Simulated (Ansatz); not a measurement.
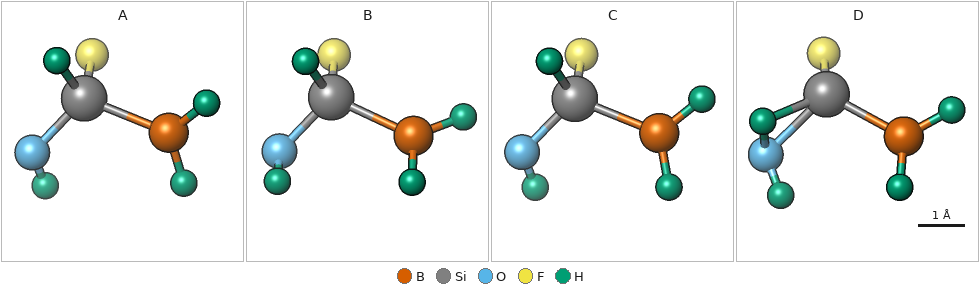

4 geometries from a converged minimum-energy path of BSiH$_{4}$OF, shuffled. Style: ball-and-stick. Shown at a tilt.

These are results of RKS PBE0-D4/6-31G* (Ansatz 0.2.0), not measurements. Set-up: 7 movable images; climbing image; force threshold 0.03 eV/Å; iteration limit 60; starting path through a guess of the saddle point.

Question: Which of them lies highest in energy?

Answer: D. In order along the path, whose images run from 0 to 8: A (image 1, +0.2 kcal/mol), C (image 2, +0.5 kcal/mol), B (image 4, +3.8 kcal/mol), D (image 6, +77.5 kcal/mol). A hydrogen atom shifts from one atom to another. Breaking: H–Si (1.48 → 2.55 Å). Forming: H–O (2.48 → 0.97 Å).
